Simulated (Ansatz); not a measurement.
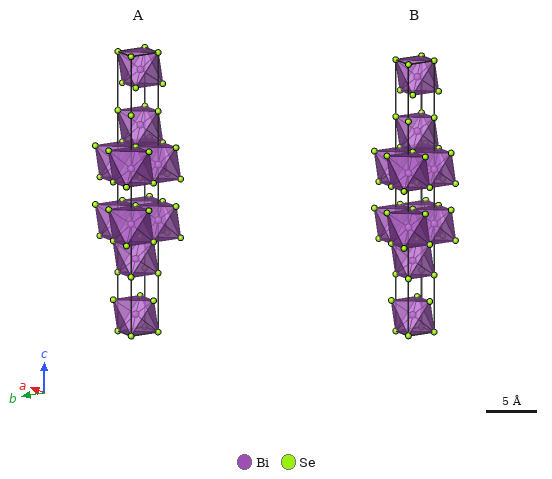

Two geometries of solid Bi$_{2}$Se$_{3}$ (built on the tetradymite type), drawn at one scale. One is the start of a relaxation, the other its converged end. A polyhedral model of the conventional cell (3 times the calculation's cell), seen from a free direction. Lengths and directions refer to the drawn axes.

Method: DFT, PBE-D3(BJ), plane waves, PAW in Ansatz 0.2.0. (plane-wave cutoff 420 eV; k-point mesh 8 × 8 × 8; occupations fermi dirac; smearing width 0.02 eV; no spin polarisation; cell and atoms relaxed; force threshold 0.005 eV/Å)

> Which of the two is the end point?

Structure A is the relaxed one. Over 5 accepted moves (6 points after the start) the energy falls by 97.6 meV per atom. Largest force component: 0.79 eV/Å at the start, 0.0037 eV/Å at the end. The pressure goes from 10.37 to −0.02 GPa. At 1 point the geometry stayed and the basis and grid were re-selected for the new cell (energy shift of 0.4 meV per atom at most each time). The largest moves relative to the cell, 0.027 Å, are those of Bi atoms. By element the largest moves are Bi 0.027 Å, Se 0.012 Å. Cell: a = b 3.943 → 4.145 Å (+5.1 %), c 27.602 → 28.430 Å (+3.0 %). Volume +13.8 %. Near-neighbour distances that change, for instance: Bi–Se 2.927 → 3.069 Å, Bi–Se 2.762 → 2.864 Å. The space group stays R-3m (No. 166).
